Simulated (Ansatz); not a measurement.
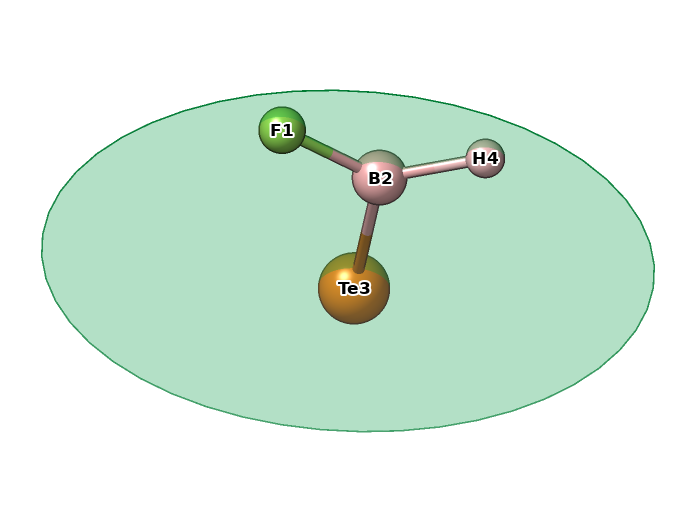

A disc through the centre of mass is drawn in. Depth is shown by fading: the farther an atom, the more it takes the colour of the background. Charge 0, doublet. The geometry was computed by an optimisation with PBE0-D4/def2-TZVP. No frequency run is at hand to confirm it as a minimum.

Q: Is the plane of the disc a mirror plane of the structure?

A: Yes. The reflection leaves F1, B2, Te3, H4 in place. The point group is Cs.
